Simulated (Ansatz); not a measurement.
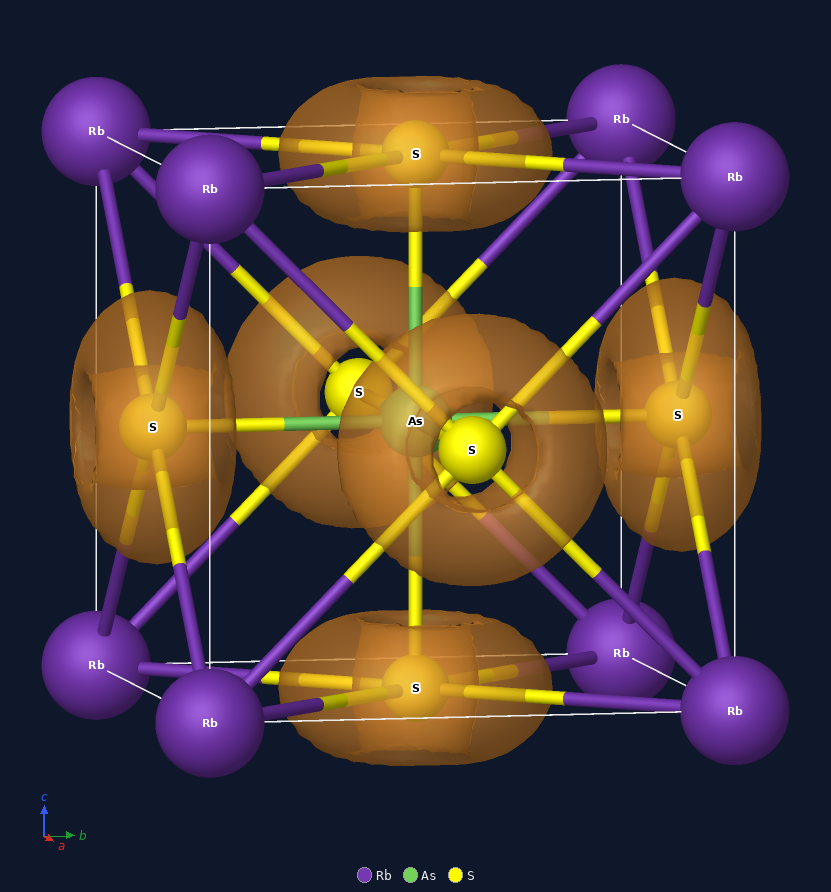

Figure 1: RbAsS₃. Isosurface of the electron localisation function at 0.8 (orange), seen slightly off an axis. Only the valence region is drawn (cores and ρ < 0.01 e/Å³ removed). Sticks mark near contacts.

Space group Pm-3m; a structure from a database of computed crystals, not necessarily the ambient phase; started from the KZnF3-221 prototype, which need not be the ambient phase.

Method: Ansatz 0.2.0, DFT, PBEsol, plane waves, PAW.

Core electrons are frozen (PAW), and the valence fields are smoothed inside the atomic spheres.

Input

```
crystal:
  lattice:
    - [5.4718169, 0.0, 0.0]
    - [0.0, 5.4718169, 0.0]
    - [0.0, 0.0, 5.4718169]
  atoms:
    - { symbol: Rb, position: [0.0, 0.0, 0.0] }
    - { symbol: As, position: [0.5, 0.5, 0.5] }
    - { symbol: S, position: [0.0, 0.5, 0.5] }
    - { symbol: S, position: [0.5, 0.0, 0.5] }
    - { symbol: S, position: [0.5, 0.5, 0.0] }
kpoints:
  mp_grid: { grid: [4, 4, 4] }
hamiltonian:
  xc: pbesol
scf:
  occupations: { method: fermi_dirac, width: 0.03 }
relax:
  f_tol: 0.01
  cell: {}
  max_steps: 120
output:
  write_density: true
  write_potential: true
  elf: true
  volumetric_format: npy
```

Run with:

```sh
ansatz run input.yaml --threads 2 --pin off --max-ram 2211MiB --backend cpu --events-out ev --progress --plain --runs-dir out
```

Below, planes, directions and counts refer to the conventional cell (a = 4.83 Å, b = 4.83 Å, c = 4.83 Å, α = 90.00°, β = 90.00°, γ = 90.00°).

The fields are those of the run's last geometry, not of the input's.

**What do the ELF domains correspond to?**

At this value the surface marks out three regions wrapped around S (the valence shell of each), counted in one cell of 5 atoms. Any copies at cell faces, edges or corners count once. Profiles from the grid: As–S (2.42 Å): the ELF peaks at about 0.75 between the atoms. Rb–S (3.42 Å): the ELF is about 0.05 at the midpoint (a largely ionic contact).
